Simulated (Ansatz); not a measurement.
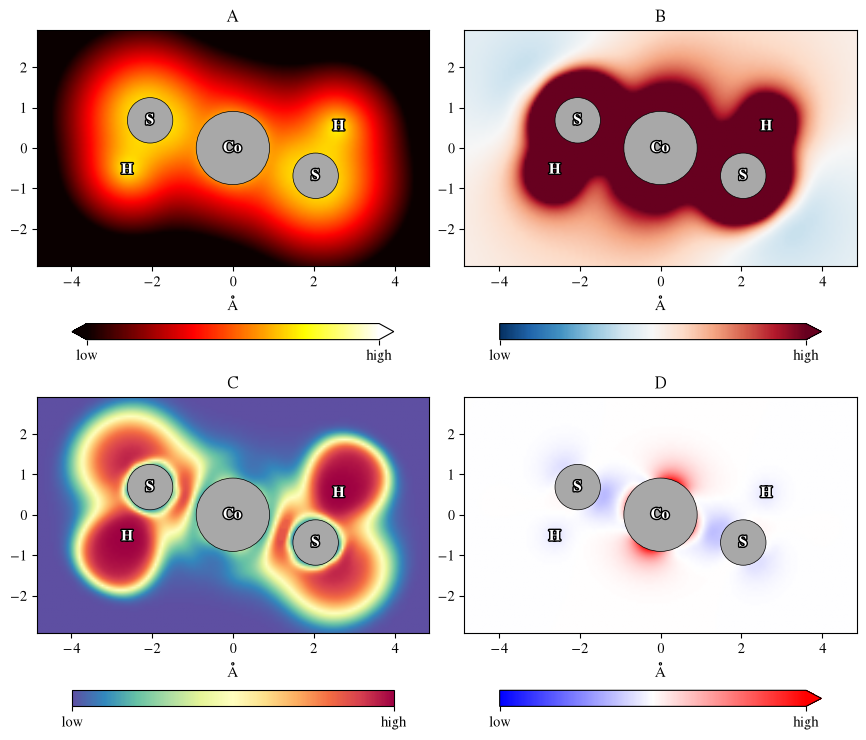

CoH₂S₂ (Co(SH)2) (quartet): 4 fields on the molecular plane, with unlabelled colour scales. Grey discs cover the atomic cores.

Geometry: r2SCAN-D4/def2-TZVP.

Computed with UKS PBE0-D4/def2-TZVP in Ansatz.

The panels show electron density, electron localisation function, electrostatic potential and spin density in some order. Assign them.

Answer. Panel A: electron density. Panel B: electrostatic potential (strongly positive close to the atoms, with negative regions outside electron-rich atoms). Panel C: electron localisation function. Panel D: spin density (confined to the atoms that carry the unpaired spin). From the grid: Co–S (2.16 Å): the density is about 0.71 e/Å³ at the midpoint; the ELF peaks at about 0.85 in the valence shell of S, 0.9 Å from its nucleus, and is about 0.55 at the midpoint. S–H (1.35 Å): the density is about 1.5 e/Å³ at the midpoint; the ELF climbs to about 1 towards the hydrogen, as it does in any bond to H.
